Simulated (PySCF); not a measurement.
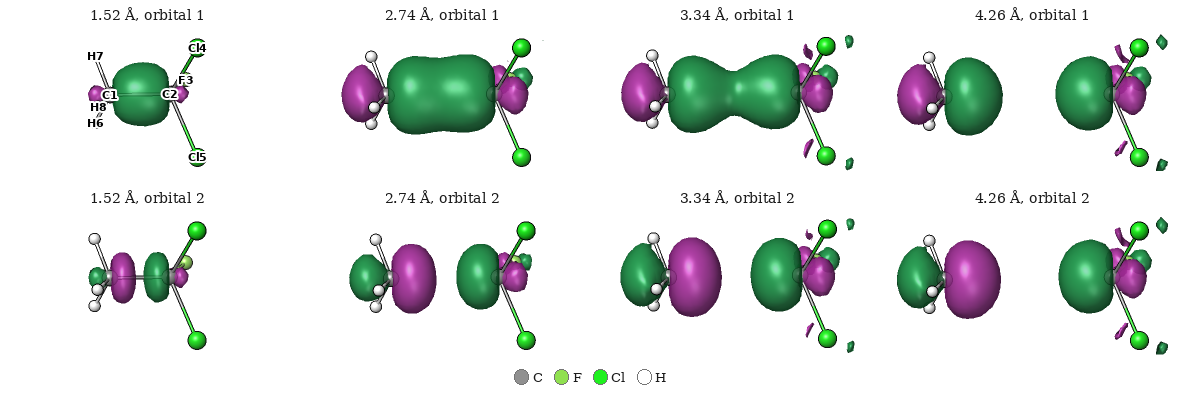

Figure. C$_{2}$H$_{3}$Cl$_{2}$F, SMILES `CC(F)(Cl)Cl`. Rigid stretch of the C1–C2 bond. The two CASSCF(2,2) natural orbitals nearest half filling (orbital 1 the more occupied).

Computed with PySCF, def2-SVP basis, geometry: GFN2-xTB. No frequency check shows the geometry to be a minimum. GFN2-xTB bond lengths at metals and heavier atoms can be off by up to 0.1 Å and shapes distorted, which carries into these values.

The calculation's input:

```python
import numpy as np
from pyscf import gto, scf, mcscf

mol = gto.M(atom='''
C     -0.00059    -1.51576     0.84202
C      0.00012    -0.33211    -0.09295
F      0.00013    -0.74095    -1.38186
Cl    -1.45143     0.68138     0.13985
Cl     1.45143     0.68129     0.13989
H      0.88745    -2.11758     0.65719
H     -0.88766    -2.11752     0.65716
H      0.00194    -1.17458     1.87252
''', basis='def2-svp', charge=0, spin=0, verbose=4)
# stretch the bond between atoms 1 and 2, from long to short, fragments rigid
a, b, move = 0, 1, [1, 2, 3, 4]
xyz = mol.atom_coords(unit='Angstrom')
u = xyz[b] - xyz[a]
r0 = np.linalg.norm(u)
rows, last, dm_u = [], None, None
for r in [4.26, 3.34, 2.74, 2.36, 2.05, 1.82, 1.67, 1.52, 1.4]:
    new = xyz.copy()
    new[move] += u / r0 * (r - r0)
    m = mol.set_geom_(new, unit='Angstrom', inplace=False)
    rhf = scf.RHF(m).density_fit(auxbasis='def2-universal-jkfit').run()
    uhf = scf.UHF(m).density_fit(auxbasis='def2-universal-jkfit').newton()
    if dm_u is None:
        c = rhf.mo_coeff
        h = m.nelectron // 2 - 1
        ca, cb = c.copy(), c.copy()
        ca[:, h], cb[:, h] = (c[:, h] + c[:, h + 1]) / 2**.5, (c[:, h] - c[:, h + 1]) / 2**.5
        dm_u = np.array([x[:, :h + 1] @ x[:, :h + 1].T for x in (ca, cb)])
    uhf.kernel(dm0=dm_u)
    for _ in range(3):
        c, _, stable, _ = uhf.stability(return_status=True)
        if stable:
            break
        uhf.kernel(c, uhf.mo_occ)
    dm_u = uhf.make_rdm1()
    mc = mcscf.CASSCF(rhf, 2, 2)
    mc.natorb = True
    mc.fix_spin_(ss=0)
    guess = mcscf.addons.make_natural_orbitals(uhf)[1] if last is None else mcscf.project_init_guess(mc, last.mo_coeff, last.mol)
    mc.kernel(guess)
    last = mc
    act = slice(mc.ncore, mc.ncore + mc.ncas)
    print('r %.3f  RHF %.6f  UHF %.6f  <S^2> %.3f  CASSCF %.6f  occupations' % (r, rhf.e_tot, uhf.e_tot, uhf.spin_square()[0], mc.e_tot), mc.mo_occ[act].round(4))
    rows.append((new, rhf.e_tot, uhf.e_tot, uhf.spin_square()[0], mc.e_tot, mc.mo_occ[act], mc.mo_coeff[:, act], dm_u[0] - dm_u[1], rhf.converged and uhf.converged and mc.converged))
    np.savez('result.npz', **{k: [row[i] for row in rows] for i, k in enumerate('xyz rhf uhf s2 cas occ c spin ok'.split())})
```

Launched as:

```sh
OMP_NUM_THREADS=1 python input.py
```

The run took 6.8 min on 1 thread of Arm Neoverse V1, with other jobs on the host, peak memory 0.37 GiB.

How do the occupations change along the stretch?

1.52 Å: 1.98 and 0.02; 2.74 Å: 1.63 and 0.37; 3.34 Å: 1.32 and 0.68; 4.26 Å: 1.08 and 0.92. At the longest distance computed (4.26 Å) they are 1.08 and 0.92, and the effective number of unpaired electrons is 2.0.

Where does the UHF solution part from RHF?

Between 2.05 Å (⟨S²⟩ = 0, the two coincide) and 2.36 Å (⟨S²⟩ = 0.60); at 4.26 Å ⟨S²⟩ is 1.01 and UHF lies 4.7 eV below RHF.

How much energy does the stretch cost?

By CASSCF, 4.3 eV from the lowest point of the scan (1.52 Å) to 4.26 Å; RHF gives 8.4 eV from its own lowest point. The fragments aren't relaxed and dynamic correlation is missing, so this isn't a bond dissociation energy.
